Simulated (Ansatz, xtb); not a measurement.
## GeH2 (SMILES [H][Ge][H]): the vertical energy of the triplet above the singlet, rung by rung

GeH2 has 3 atoms, charge 0, and is taken as a singlet. As SMILES, `[H][Ge][H]`. The shape comes from GFN2-xTB, which is rough for such elements, and wasn't checked as a minimum.

```xyz
3

Ge    0.0046   -0.0091   -0.7810
H     1.0988   -0.0178    0.3984
H    -1.1034    0.0269    0.3826
```

Each level gives the vertical energy of the triplet above the singlet (eV). The values are calculated.

```json
{"level": "GFN2-xTB", "kind": "semi-empirical", "program": "xtb", "value (eV)": "3.18", "less CCSD(T)/STO-3G": "+1.80", "CPU time (all runs)": "under 2 s"}
{"level": "HF/STO-3G", "kind": "Hartree–Fock", "program": "Ansatz", "value (eV)": "1.10", "less CCSD(T)/STO-3G": "-0.28", "CPU time (all runs)": "0.21 s"}
{"level": "SVWN5/STO-3G", "kind": "LDA", "program": "Ansatz", "value (eV)": "1.01", "less CCSD(T)/STO-3G": "-0.37", "CPU time (all runs)": "2 s"}
{"level": "r2SCAN/STO-3G", "kind": "meta-GGA", "program": "Ansatz", "value (eV)": "0.99", "less CCSD(T)/STO-3G": "-0.39", "CPU time (all runs)": "9.5 s"}
{"level": "PBE0/STO-3G", "kind": "global hybrid", "program": "Ansatz", "value (eV)": "1.23", "less CCSD(T)/STO-3G": "-0.15", "CPU time (all runs)": "2.4 s"}
{"level": "r2SCAN0/STO-3G", "kind": "hybrid meta-GGA", "program": "Ansatz", "value (eV)": "1.21", "less CCSD(T)/STO-3G": "-0.17", "CPU time (all runs)": "6.7 s"}
{"level": "wB97X/STO-3G", "kind": "range-separated hybrid", "program": "Ansatz", "value (eV)": "1.15", "less CCSD(T)/STO-3G": "-0.23", "CPU time (all runs)": "15 s"}
{"level": "B2PLYP/STO-3G", "kind": "double hybrid", "program": "Ansatz", "value (eV)": "1.56", "less CCSD(T)/STO-3G": "+0.18", "CPU time (all runs)": "2.8 s"}
{"level": "MP2/STO-3G", "kind": "perturbation theory", "program": "Ansatz", "value (eV)": "1.31", "less CCSD(T)/STO-3G": "-0.07", "CPU time (all runs)": "0.22 s"}
{"level": "CCSD(T)/STO-3G", "kind": "coupled cluster or CI", "program": "Ansatz", "value (eV)": "1.38", "less CCSD(T)/STO-3G": "0.00", "CPU time (all runs)": "0.38 s"}
```

CCSD(T)/STO-3G is the highest level here, not the true value. All-electron rows without a relativistic Hamiltonian named are non-relativistic. The values span 0.99 to 3.18 eV. The xTB rows lack spin polarisation, so open shells miss the exchange term that lowers them. All rows use very small basis sets, so even the best lies far from the true value. In the correlated wave-function rows the outer d shell of Ge is correlated, in sets not made for it. Times are those of the runs behind each value, whatever else they computed, on shared processors of several kinds: orders of magnitude only.

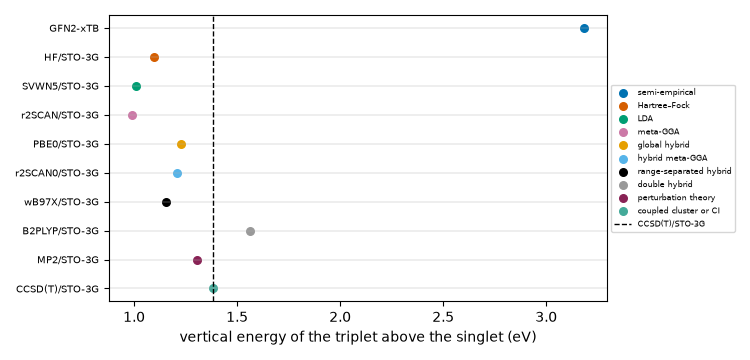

The values of the table, level by level.
